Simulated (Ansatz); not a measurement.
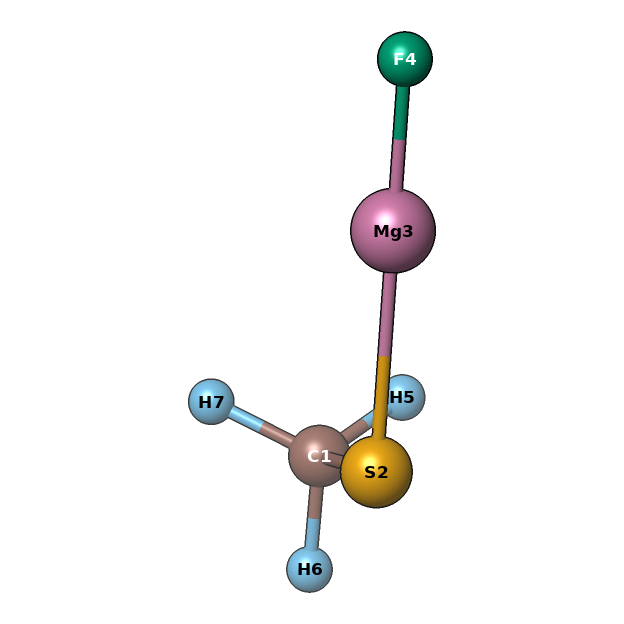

Source: calculation with Ansatz.

C1 lies behind S2. The molecule seen a little off the S2–C1 bond, S2 in front. Distant atoms are faded towards the background colour. Geometry: moved along internal coordinates away from the minimum.

What is the torsion angle Mg3–S2–C1–H5? The sign is positive where the front bond must turn clockwise to cover the back bond.

Answer. 62°, synclinal (gauche).
